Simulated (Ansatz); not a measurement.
A computed series for CaPdF4: response to strain

Start from CaPdF₄ (space group I4/mcm, No. 140; a cell from a computed database, its experimental status unchecked).

```
CaPdF4
1.0
   -2.76470     2.76470     5.26383
    2.76470    -2.76470     5.26383
    2.76470     2.76470    -5.26383
Ca Pd F
2 2 8
Direct
  0.75000   0.75000   0.00000
  0.25000   0.25000   0.00000
  0.00000   0.50000   0.50000
  0.50000   0.00000   0.50000
  0.95940   0.45940   0.14681
  0.04060   0.54060   0.85319
  0.45940   0.31259   0.50000
  0.54060   0.68741   0.50000
  0.31259   0.81259   0.85319
  0.68741   0.18741   0.14681
  0.81259   0.95940   0.50000
  0.18741   0.04060   0.50000
```

Cartesian axes are those of the cell as printed.

Strains are applied to the cell and any free atomic positions relax; under biaxial strain the out-of-plane vector relaxes too.

The values are results of r2SCAN/PAW in Ansatz (a first-principles code), no spin-orbit coupling, not measurements.

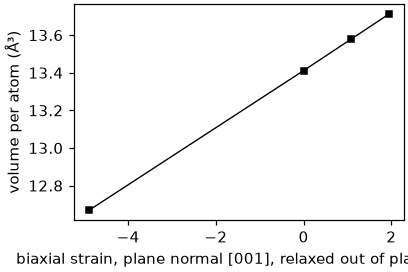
Figure: Volume per atom against biaxial strain, plane normal [001], relaxed out of plane

Problem. From the plot, what is the volume per atom for biaxial strain −4.89 %, plane normal [001], relaxed out of plane?

Solution. About 12.67 Å³.

Problem. Is the trend monotonic over the range shown?

Solution. Yes, it rises throughout, spanning 12.67 Å³ to 13.71 Å³.

No phonon test of stability was made.
